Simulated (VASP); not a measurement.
Band structure of AlGaN₂ (space group P3m1). Level of theory: modified Becke-Johnson potential (mBJ), VASP's PBE PAW potentials (set 64) (plane waves; VASP).

mBJ is a potential without an energy functional, so only the levels count.

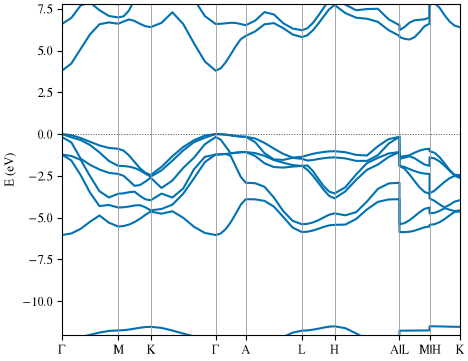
Figure. Bands along high-symmetry lines, zero at the valence-band maximum or, without a gap, the Fermi level

Problem. Read the plot: is there a gap, and where are the band edges?

Solution. The gap is direct, 3.79 eV, from the valence maximum at Γ to the conduction minimum at Γ.

The structure comes from a computed database's AlGaN2 entry (P3m1); how it stands against other phases isn't given here. It was relaxed first. The cell's shape comes from a PBE relaxation.
